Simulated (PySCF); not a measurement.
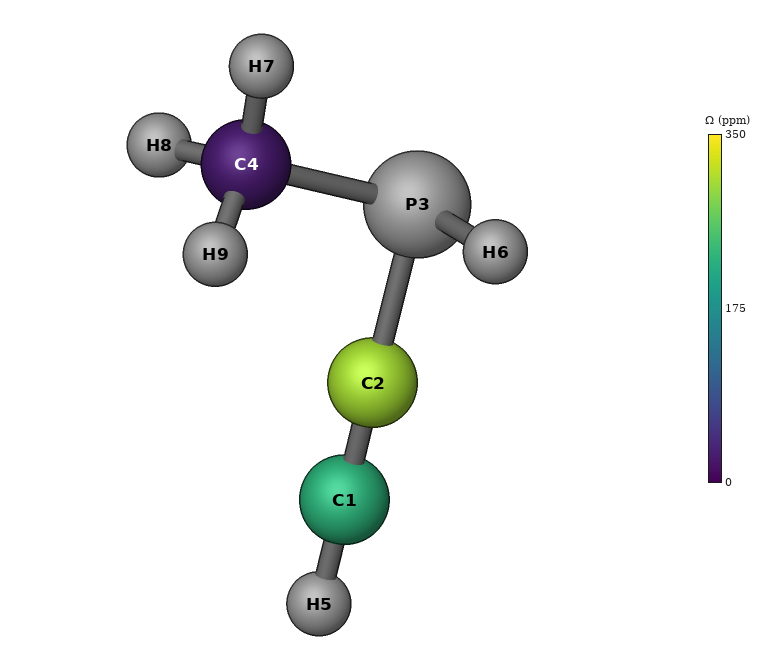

The C atoms are coloured by the span of their shielding tensor. The geometry was computed by an optimisation with GFN2-xTB. No frequency run is at hand to confirm it as a minimum. Level of theory: GIAO PBE0/pcSseg-1 NMR shielding, non-relativistic, gas phase (PySCF 2.14.0). Principal shieldings σ11 ≤ σ22 ≤ σ33, span Ω = σ33 − σ11, skew κ = 3(σiso − σ22)/Ω.

### Which C atom has the most anisotropic shielding?

C2, with a span of 303 ppm.

Give the shielding tensors of the C atoms.

```csv
atom,σ11,σ22,σ33,σiso,Ω,κ
C1,7.7,17.9,235.9,87.2,228.3,0.91
C2,−6.6,11.3,296.4,100.4,303.0,0.88
C4,161.3,182.1,188.5,177.3,27.2,−0.53
```

Shieldings and span in ppm.

The geometry is semi-empirical. Around P such bond lengths and angles can be off by a tenth of an ångström or more and by several degrees, and values that hang on the shape move with them.
